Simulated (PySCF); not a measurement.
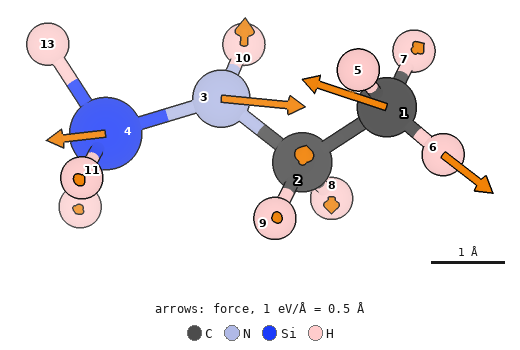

Starting geometry of C2H9NSi with the computed forces as orange arrows. A ball-and-stick model, seen at a tilt.

The start comes from GFN2-xTB. Its atoms were then displaced at random by about 0.01 Å.

Computed with PySCF, PBE0-D3(BJ)/def2-SVP geometry optimisation, gas phase. 

Is this structure relaxed? If not, where do the atoms go?

It isn't relaxed: the largest force vector, on a C atom, is 2.50 eV/Å. The final displacements have little in common with the starting forces (cosine between the two patterns 0.24). After 5 geometry steps the energy has fallen by 3.84 kcal/mol. The largest move after the best rigid fit is that of an H atom, 0.13 Å. By element the largest moves are H 0.13 Å, N 0.11 Å, C 0.06 Å, Si 0.03 Å. Among the contacts that change: N–Si 1.664 → 1.728 Å, C–H 1.052 → 1.101 Å, C–C 1.541 → 1.519 Å, H–Si 1.477 → 1.496 Å. Among the angles between lasting bonds that change: C–N–H 110.3° → 113.8°, H–C–H 108.8° → 105.4°, H–C–H 110.6° → 107.6°.
